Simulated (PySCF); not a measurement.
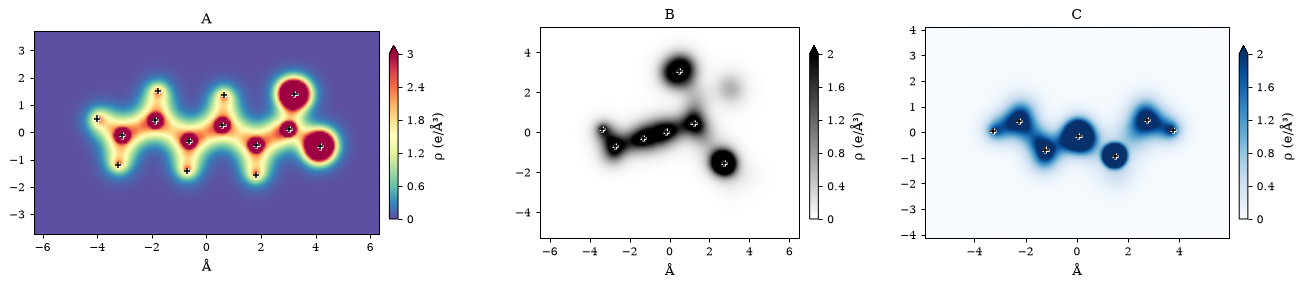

The electron density of 3 systems, each on a plane through atoms (crosses mark nuclei in the plane).

All numbers below come from PBE0/pcSseg-1, SCF density, gas phase, non-relativistic in PySCF 2.14.0.

System 1: C4H11NOSi, the plane of atoms O3, C4 and C5. Geometry: GFN2-xTB.

```tsv
atom	x (Å)	y (Å)	z (Å)
C	-2.7234	1.0485	-0.8799
Si	-2.0276	-0.4324	0.0620
O	-0.4306	-0.3126	-0.2017
C	0.5875	-1.1634	0.2311
C	1.9480	-0.5924	-0.1746
C	2.2449	0.6710	0.5639
N	3.3328	0.8094	1.1708
H	-3.8043	1.0649	-0.7931
H	-2.4757	1.0058	-1.9360
H	-2.3466	1.9895	-0.4915
H	-2.5448	-1.7077	-0.4519
H	-2.3223	-0.3670	1.5001
H	0.5394	-1.2828	1.3204
H	0.4541	-2.1535	-0.2213
H	1.9181	-0.3695	-1.2443
H	2.7360	-1.3189	0.0200
H	1.4421	1.4185	0.5193
H	3.4636	1.6989	1.6483
```

System 2: C6H6F2, the molecular plane. Geometry: PBE0-D3(BJ)/def2-SVP.

```xyz
14

C     1.0149    2.9279    0.2620
C     0.9566    1.6254   -0.0577
C     0.0144    0.6808    0.5011
C    -0.0275   -0.6257    0.1587
C    -0.9658   -1.5790    0.6988
C    -0.9951   -2.8659    0.3387
F    -0.1842   -3.4170   -0.5316
F    -1.8409   -3.7485    0.8039
H     0.3273    3.3645    0.9928
H     1.7480    3.5957   -0.1957
H     1.6627    1.2253   -0.7957
H    -0.7001    1.0640    1.2398
H     0.6894   -0.9996   -0.5804
H    -1.7062   -1.2640    1.4369
```

System 3: C5H8B2Cl2O (SMILES BOB[C@H](C#CC)C(Cl)Cl), the plane of atoms C6, C7 and H17. Geometry: GFN2-xTB.

```yaml
atoms:
  - { symbol: B, position_ang: [-3.2204, 1.4551, 0.1486] }
  - { symbol: O, position_ang: [-2.2830, 0.7507, -0.4097] }
  - { symbol: B, position_ang: [-1.3345, 0.0419, -0.9234] }
  - { symbol: C, position_ang: [-0.3377, -0.7939, 0.0573] }
  - { symbol: C, position_ang: [0.8995, -0.0399, 0.1934] }
  - { symbol: C, position_ang: [1.9225, 0.5782, 0.2884] }
  - { symbol: C, position_ang: [3.1581, 1.3190, 0.4181] }
  - { symbol: C, position_ang: [-0.0188, -2.1751, -0.4948] }
  - { symbol: Cl, position_ang: [-1.5213, -3.0683, -0.8281] }
  - { symbol: Cl, position_ang: [0.9699, -3.1199, 0.6495] }
  - { symbol: H, position_ang: [-4.2849, 0.9770, 0.3110] }
  - { symbol: H, position_ang: [-2.9882, 2.5636, 0.4744] }
  - { symbol: H, position_ang: [-1.1552, 0.0248, -2.0877] }
  - { symbol: H, position_ang: [-0.7852, -0.9101, 1.0510] }
  - { symbol: H, position_ang: [3.3980, 1.8139, -0.5228] }
  - { symbol: H, position_ang: [3.0602, 2.0714, 1.2001] }
  - { symbol: H, position_ang: [3.9710, 0.6424, 0.6804] }
  - { symbol: H, position_ang: [0.5411, -2.1247, -1.4305] }
```

Q: Match each panel to its system.

A: Panel A is system 2, C6H6F2: the plane holds C, F and H. C–F (1.31 Å): the density is about 2.5 e/Å³ at the midpoint. Panel B is system 3, C5H8B2Cl2O: the plane holds O, C, Cl and H. C–C (1.20 Å): ρ is about 2.7 e/Å³ halfway. Panel C is system 1, C4H11NOSi: the plane holds C, Si, O and H. C–O (1.40 Å): the density is about 2.1 e/Å³ at the midpoint, with its minimum of 1.8 e/Å³ about 0.5 Å from C.
